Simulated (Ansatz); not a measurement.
# C4H12GaN (SMILES CC[N](C)[GaH][CH3]): what the fields show

```xyz
18

C    -1.2794   -1.5109    0.8145
C    -0.0502   -0.6240    0.9614
N     0.5924   -0.2817   -0.2868
C     1.2801   -1.3782   -0.9204
Ga    0.5343    1.4005   -0.9987
C    -0.4433    2.7756    0.0070
H    -1.7203   -1.7216    1.7924
H    -2.0348   -1.0195    0.1960
H    -1.0347   -2.4686    0.3504
H    -0.3412    0.2997    1.4712
H     0.6749   -1.1248    1.6227
H     0.6035   -2.1873   -1.2266
H     2.0315   -1.8205   -0.2492
H     1.7980   -1.0319   -1.8173
H     1.2982    1.5618   -2.3570
H    -1.4697    2.4562    0.2030
H     0.0353    2.9542    0.9736
H    -0.4749    3.7210   -0.5363
```

Geometry: PBE0-D4/def2-TZVP.

Level of theory: Ansatz 0.2.0, RKS PBE0-D4/def2-TZVPP.

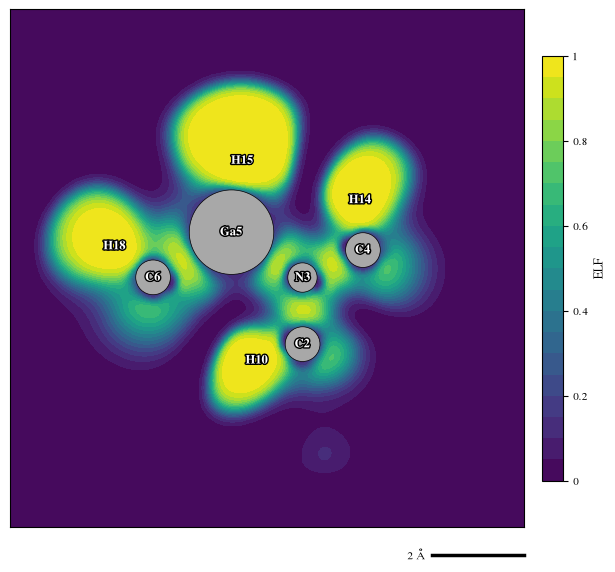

Figure 1. Electron localisation function on the plane of atoms N3, Ga5 and H15. Grey discs cover the atomic cores.

Q: Describe what can be read from this map.

A: The section cuts through C, N, Ga and H sites. C–N (1.44 Å): the ELF peaks at about 0.90 between the atoms, as expected for a shared electron pair. Ga–N (1.83 Å): the ELF peaks at about 0.90 in the valence shell of N, 0.6 Å from its nucleus, and is about 0.30 at the midpoint. C–Ga (1.96 Å): the ELF peaks at about 0.90 in the valence shell of C, 0.7 Å from its nucleus, and is about 0.55 at the midpoint. C–H (1.09 Å): the ELF climbs to about 1 towards the hydrogen, as it does in any bond to H; a covalent bond by its length. Ga–H (1.57 Å): the ELF climbs to about 1 towards the hydrogen.

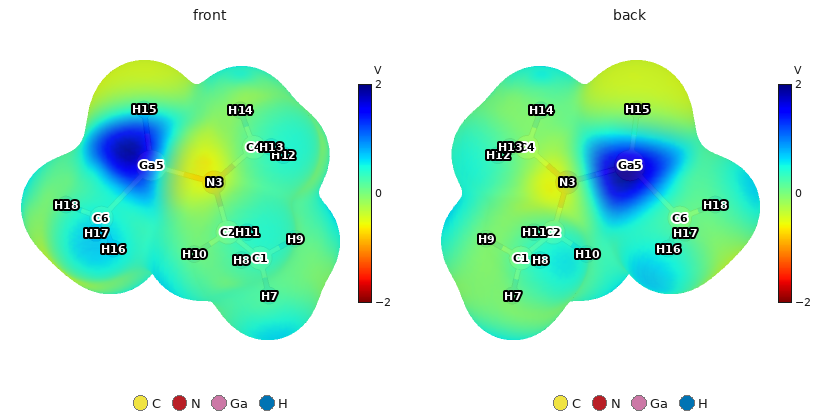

Figure 2. The electrostatic potential painted on the density surface at 0.002 e/bohr³, seen from the front and from behind; the colour scale runs from red (negative) to blue (positive).

Q: Where is the surface potential most negative and most positive?

A: The most negative region (about −0.6 V) lies over N3, the most positive (about +1.8 V) over Ga5.

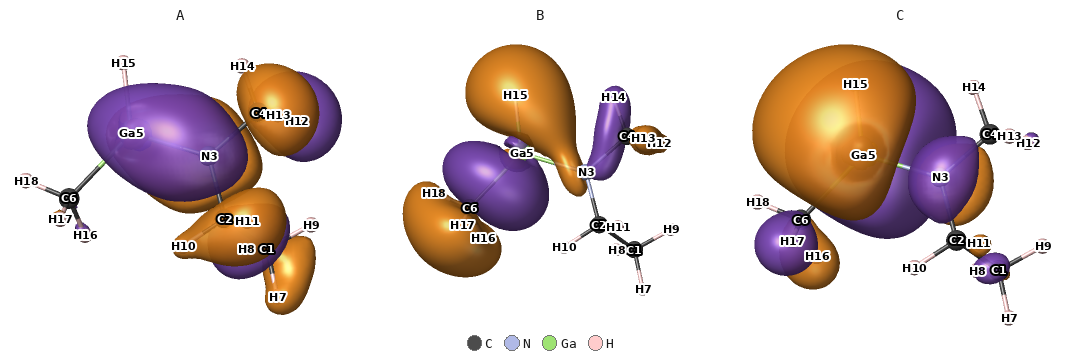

Figure 3. Three frontier orbitals at ±0.06 Å⁻³ᐟ² (orange and purple are the two phases), in no order.

Q: Which picture is the HOMO−1, the HOMO and the LUMO?

A: B is the HOMO−1 (−7.97 eV). Its weight (Hirshfeld) is mainly on C6 (about 35 %), Ga5 (about 25 %) and H15 (about 20 %). A is the HOMO (−6.14 eV). Its weight (Hirshfeld) is mainly on N3 (about 50 %), Ga5 (about 15 %), C4 (about 10 %) and C2 (about 5 %). C is the LUMO (−0.43 eV). By Hirshfeld shares it lies mainly on Ga5 (about 70 %), N3 (about 10 %) and H15 (about 5 %).

Q: What is the HOMO–LUMO gap?

A: 5.71 eV between the orbital energies.
